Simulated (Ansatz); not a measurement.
# C2H8BFSi: what the fields show

Input

```
crystal:
  periodic: [false, false, false]
  atoms:
    - { symbol: B, position_ang: [-0.4423, 1.8488, 1.1317] }
    - { symbol: C, position_ang: [-0.6629, 0.6228, 0.1682] }
    - { symbol: C, position_ang: [0.5833, -0.2163, 0.1201] }
    - { symbol: Si, position_ang: [0.4716, -1.6947, -0.9881] }
    - { symbol: F, position_ang: [0.0797, -1.1962, -2.5753] }
    - { symbol: H, position_ang: [0.5232, 2.1084, 1.6927] }
    - { symbol: H, position_ang: [-1.3632, 2.6498, 1.2588] }
    - { symbol: H, position_ang: [-1.4682, 0.0326, 0.5415] }
    - { symbol: H, position_ang: [-0.8995, 1.0034, -0.8107] }
    - { symbol: H, position_ang: [1.4688, 0.3866, -0.2275] }
    - { symbol: H, position_ang: [0.8528, -0.5836, 1.175] }
    - { symbol: H, position_ang: [-0.7039, -2.5159, -0.4816] }
    - { symbol: H, position_ang: [1.581, -2.4804, -0.9901] }
basis:
  gaussian: { orbitals: def2-SVP }
hamiltonian:
  xc: pbe0
  dispersion: d4
relax:
  f_tol: 0.02
  max_steps: 50
output:
  orbitals: {}
```

Launched as:

```sh
ansatz run input.yaml --threads 2 --pin off --max-ram 3072MiB --backend cpu --events-out ev --progress --plain --runs-dir out
```

The fields are those of the run's last geometry, not of the input's.

Theory: Ansatz 0.2.0, RKS PBE0-D4/def2-SVP.

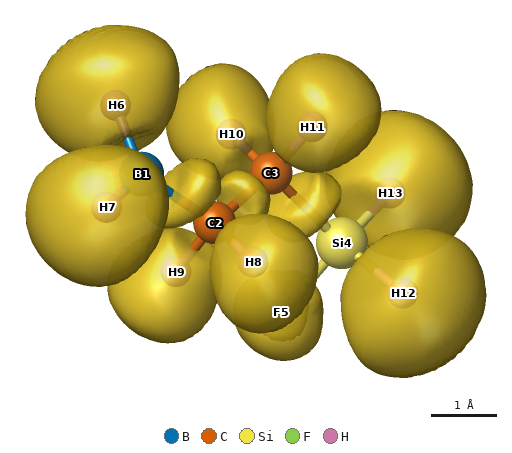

Figure 1. Isosurface of the ELF at 0.8 (yellow), seen at an oblique angle. Only the valence region is drawn (cores and ρ < 0.01 e/Å³ removed).

**Where are the electrons localised?**

At this value the surface marks out one region between bonded B–C atoms (shared pairs), one region between bonded C–C atoms (shared pairs), one region between bonded C–Si atoms (shared pairs), eight regions around hydrogen nuclei and one region wrapped around F (its lone pairs, merged into a ring or cap).


C–C (1.53 Å): the ELF peaks at about 0.95 between the atoms, as expected for a shared electron pair. C–B (1.55 Å): the ELF peaks at about 1 between the atoms: a shared electron pair.

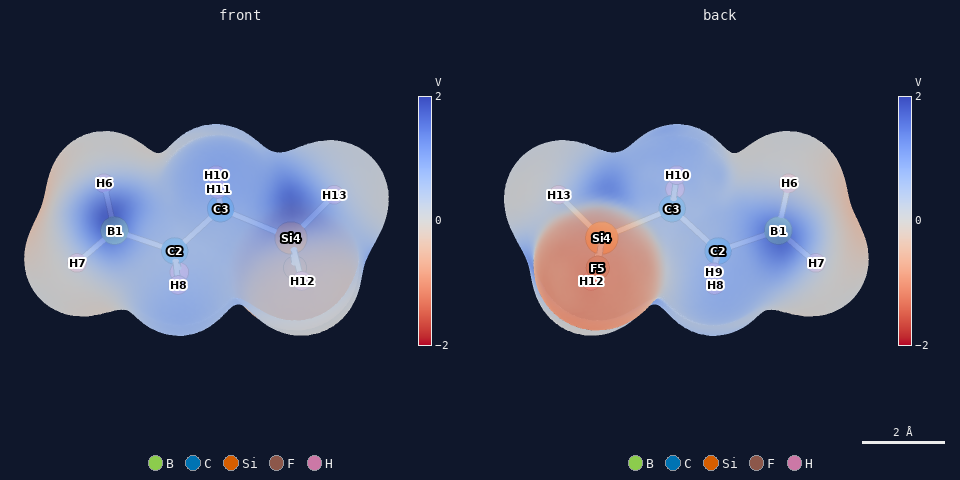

Figure 2. The molecular electrostatic potential painted on the density surface at 0.002 e/bohr³, seen from the front and from behind; red is negative and blue positive.

**Where is the surface potential most negative and most positive?**

The most negative region (about −1.1 V, or −25 kcal/mol for a unit charge) lies over F5, the most positive (about +1.7 V, or +39 kcal/mol for a unit charge) over B1 and Si4.

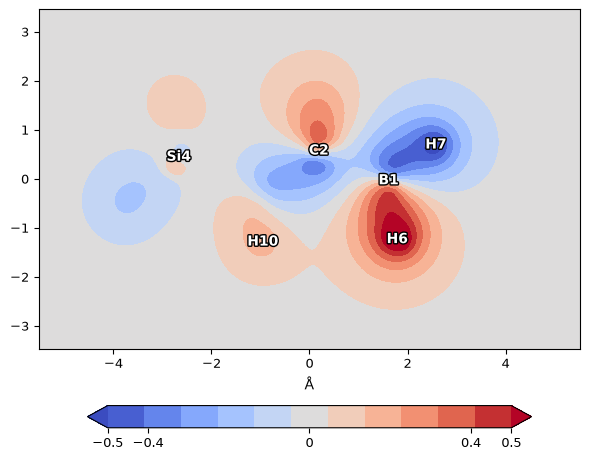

Figure 3. The HOMO−1 on the plane of atoms C2, B1 and H6 (values in Å⁻³ᐟ²; the overall sign is arbitrary).

**Describe this orbital and give its energy.**

By Hirshfeld shares it lies mainly on B1 (about 30 %), H6 (about 20 %), H7 (about 15 %), C2 (about 10 %) and C3 (about 5 %). Its energy is −9.10 eV.
